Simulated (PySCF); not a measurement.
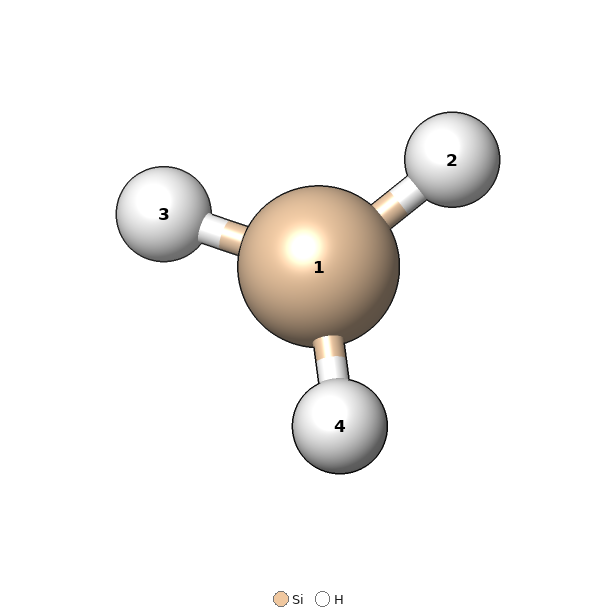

Numbered structure. State: charge −1, singlet. The computed structure is the end point of a GFN2-xTB optimisation. No frequency run is at hand to confirm it as a minimum.

**What is the geometry at Si1?**

Si1 has 3 neighbours (H2 at 1.07, H3 at 1.07, H4 at 1.07 Å); the arrangement is trigonal planar.
